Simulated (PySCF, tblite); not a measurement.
# C₉H₉PSi: geometry, infrared bands and NMR shifts

What infrared bands and NMR shifts should C₉H₉PSi (`[SiH3]c1ccpc2ccccc12`) show?

The runs use tblite 0.8.0 and PySCF 2.14.0, with density-fitted response routines of our own; the level of theory stands in each step. All values are computed, except where a source is named. Atoms count from 0, in the outputs and in this text.

## 1. The starting structure

20 atoms, charge 0, multiplicity 1; geometry from: force field or distance geometry start.

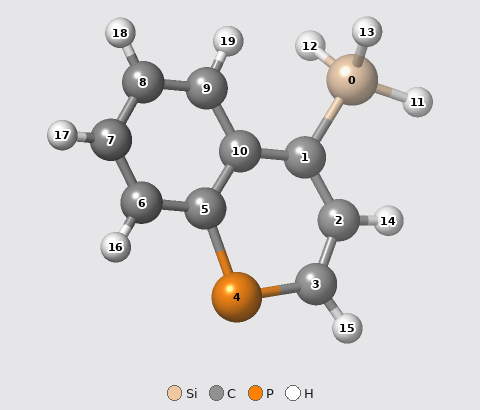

As it starts; silicon light orange, carbon grey, phosphorus orange, hydrogen white, atoms numbered.

## 2. Geometry optimisation with GFN2-xTB

What the job is given:

```
{"job": {"kind": "relax", "xc": "GFN2-xTB", "basis": "xTB"}, "charge": 0, "multiplicity": 1}
Si    -2.577800    -1.199600     0.003600
C     -1.260200     0.193700     0.016900
C     -1.774900     1.499500     0.214000
C     -1.051600     2.688500     0.257100
P      0.754900     2.745600     0.115500
C      1.128000     0.940800    -0.115600
C      2.509400     0.668700    -0.270500
C      2.966100    -0.631600    -0.438200
C      2.045100    -1.672500    -0.464400
C      0.669600    -1.397300    -0.308500
C      0.151400    -0.087800    -0.131800
H     -3.940000    -0.604200     0.190600
H     -2.537600    -1.909200    -1.286500
H     -2.310000    -2.159300     1.100000
H     -2.869600     1.634000     0.323800
H     -1.570600     3.626800     0.422700
H      3.244400     1.472000    -0.247400
H      4.019400    -0.843800    -0.559900
H      2.374800    -2.691500    -0.596100
H      0.024000    -2.262100    -0.336800
```

Command:

```
> OMP_NUM_THREADS=1 python probes_run.py task.json out
```

This one command runs all jobs of the session in turn.

**Question.** This job is followed by: GFN2-xTB harmonic vibrations, gas phase; GIAO PBE0/pcSseg-1 NMR shielding, non-relativistic, gas phase. Predict these results of the whole session: strongest single infrared mode (GFN2-xTB); zero-point energy (GFN2-xTB); 13C shifts against TMS (PBE0/pcSseg-1); 1H shifts against TMS (PBE0/pcSseg-1, means over atoms taken as alike); 29Si shifts against TMS (PBE0/pcSseg-1); 31P shifts against H3PO4 (PBE0/pcSseg-1).

The runs gave:

| quantity | value |
| --- | --- |
| strongest single infrared mode (GFN2-xTB) | 2236 cm⁻¹, 436 km/mol |
| zero-point energy (GFN2-xTB) | 88.6 kcal/mol |
| 13C shifts against TMS (PBE0/pcSseg-1) | 168.8, 159.7, 143.9, 142.2, 142.0, 138.2, 137.7, 134.3, 129.3 ppm |
| 1H shifts against TMS (PBE0/pcSseg-1, means over atoms taken as alike) | 9.62, 8.78, 8.55, 8.40, 8.14, 7.94, 4.93 ppm |
| 29Si shifts against TMS (PBE0/pcSseg-1) | -66.3 ppm |
| 31P shifts against H3PO4 (PBE0/pcSseg-1) | 257.3 ppm |

What this shows: The optimisation took 33 steps and gained 0.423 eV; among the close pairs (by a distance rule), C3–P4 changed most, from 1.813 to 1.713 Å. No mode is imaginary among the 54: a minimum at this level. GFN2-xTB is a fitted tight-binding method: band positions and strengths are rough. Its intensities can rank the bands wrongly. At PBE0/pcSseg-1: The widest tensor belongs to P4: span 729 ppm, with a paramagnetic part of -907 ppm. NICS(1)zz of -25 ppm above the planar ring from C1 marks a diatropic (aromatic) ring current. NICS(1)zz of -30 ppm above the planar ring from C5 marks a diatropic (aromatic) ring current.
